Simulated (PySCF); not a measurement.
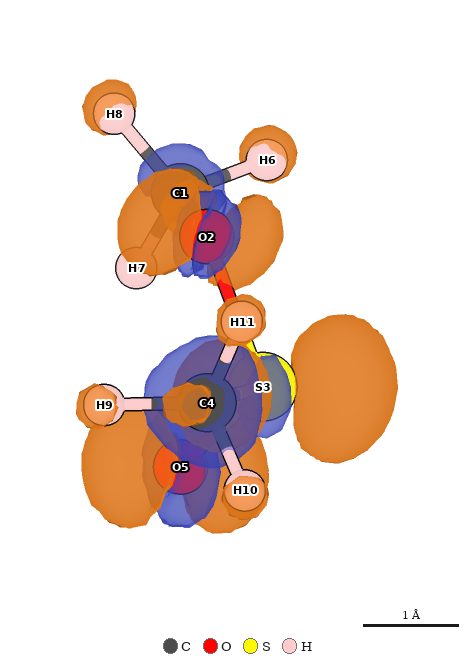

C2H6O2S, SMILES `COS(C)=O`. Fukui function f⁻ = ρ(N) − ρ(N−1) at fixed geometry, surfaces at ±0.04 e/Å³ (orange positive, blue negative).

Level of theory: B3LYP/aug-cc-pVDZ (PySCF), at a geometry from GFN2-xTB. No frequency check shows the geometry to be a minimum. GFN2-xTB bond lengths at metals and heavier atoms can be off by up to 0.1 Å and shapes distorted, which carries into these values.

Input script:

```python
import numpy as np
from pyscf import gto, scf, dft
from pyscf.scf import atom_ks, atom_hf
from scipy.linalg import block_diag

def solve(mol, dm0=None, hcore=None):
    mf = (dft.UKS if mol.spin else dft.RKS)(mol, xc='b3lyp')
    mf.grids.level = 3
    mf = mf.density_fit(auxbasis='def2-universal-jkfit')
    mf.conv_tol, mf.max_cycle = 1e-8, 80
    if hcore is not None:
        mf.get_hcore = lambda *args: hcore
    mf.kernel(dm0)
    if not mf.converged:
        mf = mf.newton().run(mf.mo_coeff, mf.mo_occ, max_cycle=30)
    assert mf.converged, 'SCF not converged'
    return mf

mol = gto.M(atom='''
C      2.07412     0.17515    -0.13425
O      0.81202     0.77568     0.00145
S     -0.43936    -0.26113     0.46101
C     -1.70533     0.85284    -0.27722
O     -0.38399    -1.43176    -0.39229
H      2.56617     0.06771     0.83720
H      1.97745    -0.80872    -0.60347
H      2.67122     0.82369    -0.77475
H     -1.60014     0.82493    -1.35512
H     -2.68848     0.49836     0.01419
H     -1.53351     1.85278     0.10128
''', basis='aug-cc-pvdz', charge=0, spin=0, verbose=4)
mf = solve(mol)
out = dict(e0=mf.e_tot, dm0=mf.make_rdm1(), c=mf.mo_coeff, occ=mf.mo_occ, eps=mf.mo_energy)
for name, dq, spin in [('cation', 1, 1), ('anion', -1, 1)]:
    ion = mol.copy().set(charge=mol.charge + dq, spin=spin).build()
    mi = solve(ion)
    if spin and dq > 0 and mol.nao < 130:
        c, _, stable, _ = mi.stability(return_status=True)
        if not stable:
            mi = solve(ion, mi.make_rdm1(c, mi.mo_occ))
    print(name, 'vertical energy change / eV', (mi.e_tot - mf.e_tot) * 27.211386)
    out.update({'e_' + name: mi.e_tot, 'dm_' + name: mi.make_rdm1(), 's2_' + name: mi.spin_square()[0], 'eps_' + name: mi.mo_energy, 'occ_' + name: mi.mo_occ})
# spherically averaged free atoms, for the promolecule
atm = atom_ks.get_atm_nrks(mol, xc='b3lyp')
pro = block_diag(*[(atm[a[0]][2] * atm[a[0]][3]) @ atm[a[0]][2].T for a in mol._atom])
np.savez('result.npz', pro=pro, **out)
```

Run with:

```sh
OMP_NUM_THREADS=1 python input.py
```

The run took 4.1 min on 1 thread of Intel(R) Xeon(R) Processor @ 2.50GHz (Skylake/Cascade Lake), with other jobs on the host, peak memory 0.81 GiB.

Partitions, critical points and surface values were worked out afterwards from this run's density.

> On which atoms does the density change most on removal of an electron?

f⁻ (Hirshfeld-condensed) is largest on S3 (0.24) and O5 (0.23); the vertical ionisation energy is 9.20 eV (the stability of the cation's solution wasn't checked). Condensed values hint at sites of electrophilic attack but needn't mark the atom that reacts. Shares this close don't rank the sites. Orbital relaxation makes it negative in places (0.23 e in all).
